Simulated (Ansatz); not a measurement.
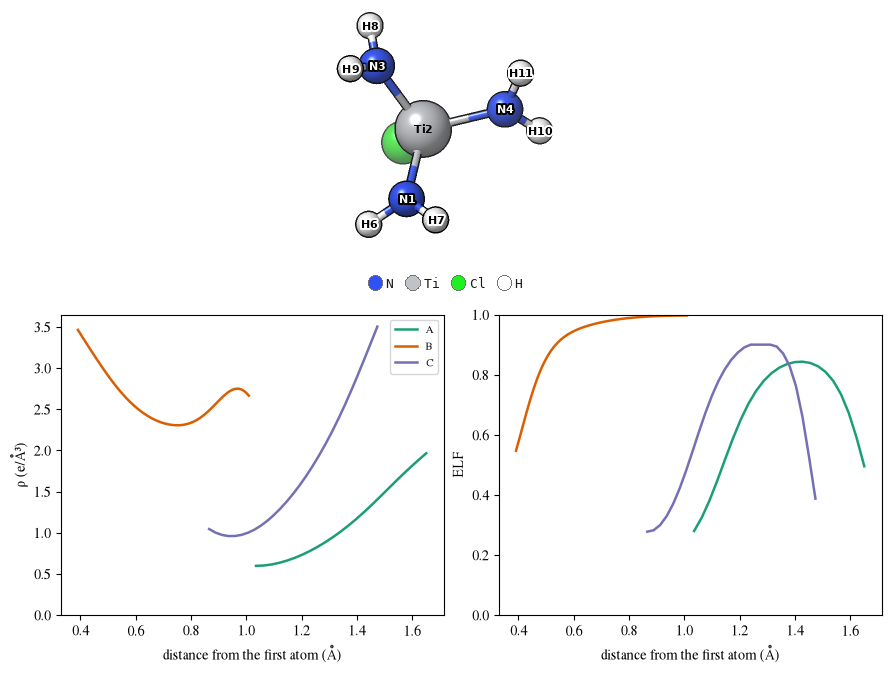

Figure. ClH6N3Ti (SMILES [NH2][Ti]([NH2])([NH2])[Cl]). Electron density and ELF along straight lines between neighbouring atoms. The curves leave out the atomic cores. The structure is drawn too.

Geometry: PBE0-D4/def2-TZVP.

Level of theory: RKS PBE0-D4/def2-TZVPP (Ansatz 0.2.0).

The calculation's input:

```
crystal:
  periodic: [false, false, false]
  atoms:
    - {symbol: N, position_ang: [-1.565733, 0.766951, 0.106102]}
    - {symbol: Ti, position_ang: [0.260580, 0.358771, 0.078605]}
    - {symbol: N, position_ang: [0.541865, -0.972568, 1.363596]}
    - {symbol: N, position_ang: [0.623796, -0.407317, -1.589919]}
    - {symbol: Cl, position_ang: [1.524791, 2.165905, 0.459514]}
    - {symbol: H, position_ang: [-1.982831, 1.370581, 0.803012]}
    - {symbol: H, position_ang: [-2.233489, 0.548295, -0.618160]}
    - {symbol: H, position_ang: [1.462580, -1.228223, 1.696681]}
    - {symbol: H, position_ang: [-0.172159, -1.427288, 1.912838]}
    - {symbol: H, position_ang: [0.747780, 0.141844, -2.430795]}
    - {symbol: H, position_ang: [0.858219, -1.373851, -1.760575]}
basis:
  gaussian: {orbitals: def2-TZVPP}
hamiltonian: {xc: pbe0, dispersion: d4}
output: {orbitals: {seedname: orbitals}}
```

Launched as:

```sh
ansatz run in.yaml --threads 2 --pin off --events-out ev --progress --plain --max-ram 32768MiB --backend cpu
```

Q: Which curve belongs to which contact (N–H, Ti–Cl and Ti–N)? The first atom named is at distance zero.

A: Curve A: Ti–Cl (2.24 Å): the density is about 0.64 e/Å³ at the midpoint; the ELF peaks at about 0.85 in the valence shell of Cl, 0.8 Å from its nucleus, and is about 0.45 at the midpoint. Curve B: N–H (1.01 Å): ρ is about 2.9 e/Å³ halfway; the ELF climbs to about 1 towards the hydrogen, as it does in any bond to H (a covalent bond by its length). Curve C: Ti–N (1.87 Å): ρ at the midpoint is about 0.96 e/Å³; the ELF peaks at about 0.90 in the valence shell of N, 0.6 Å from its nucleus, and is about 0.35 at the midpoint.
